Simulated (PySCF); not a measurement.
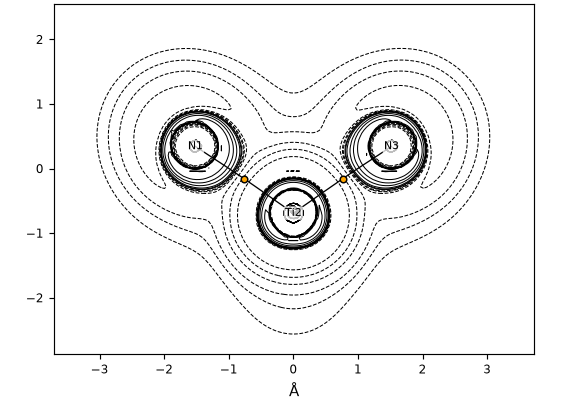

Figure 1: Cl2H4N2Ti, SMILES `N[Ti](N)(Cl)Cl`. Negative Laplacian of the density (−∇²ρ) in the plane of N1, Ti2 and N3 (solid lines positive, dashed lines negative, contours at ±0.02 to ±8 a.u.), with bond paths and bond critical points (dots).

Method: ωB97X/def2-TZVP; geometry: GFN2-xTB; program: PySCF. This is a single-reference result, which may miss multireference character in this system. No frequency check shows the geometry to be a minimum. GFN2-xTB bond lengths at metals and heavier atoms can be off by up to 0.1 Å and shapes distorted, which carries into these values.

Input

```python
import numpy as np
from pyscf import gto, scf, dft
from pyscf.scf import atom_ks, atom_hf
from scipy.linalg import block_diag

def solve(mol, dm0=None, hcore=None):
    mf = (dft.UKS if mol.spin else dft.RKS)(mol, xc='wb97x')
    mf.grids.level = 3
    mf = mf.density_fit(auxbasis='def2-universal-jkfit')
    mf.conv_tol, mf.max_cycle = 1e-8, 80
    if hcore is not None:
        mf.get_hcore = lambda *args: hcore
    mf.kernel(dm0)
    if not mf.converged:
        mf = mf.newton().run(mf.mo_coeff, mf.mo_occ, max_cycle=30)
    assert mf.converged, 'SCF not converged'
    return mf

mol = gto.M(atom='''
N     -0.00132    -1.32720    -1.51771
Ti     0.00007    -0.29469     0.00006
N      0.00169    -1.32757     1.51754
Cl    -1.75871     0.94092     0.00093
Cl     1.75842     0.94143    -0.00055
H      0.82646    -1.73301    -1.95613
H     -0.82986    -1.72995    -1.95750
H     -0.82598    -1.73372     1.95586
H      0.83034    -1.73678     1.95119
''', basis='def2-tzvp', charge=0, spin=0, verbose=4)
mf = solve(mol)
mf.analyze()
# spherically averaged free atoms, for the promolecule
atm = atom_ks.get_atm_nrks(mol, xc='wb97x')
pro = block_diag(*[(atm[a[0]][2] * atm[a[0]][3]) @ atm[a[0]][2].T for a in mol._atom])
np.savez('result.npz', e=mf.e_tot, c=mf.mo_coeff, occ=mf.mo_occ, eps=mf.mo_energy, pro=pro, dip=mf.dip_moment(verbose=0), s2=mf.spin_square()[0])
```

Run with:

```sh
OMP_NUM_THREADS=1 python input.py
```

The run took 43 s on 1 thread of Arm Neoverse V2 (shared host), peak memory 0.86 GiB.

Partitions, critical points and surface values were worked out afterwards from this run's density.

> Sort the bonds in the plane by the sign of ∇²ρ at their critical points.

At none is it concentrated. Depleted (∇²ρ > 0): Ti2–N3 and N1–Ti2 (+0.46 a.u., H = −0.062). A positive Laplacian with negative H is typical of metal–ligand bonds.
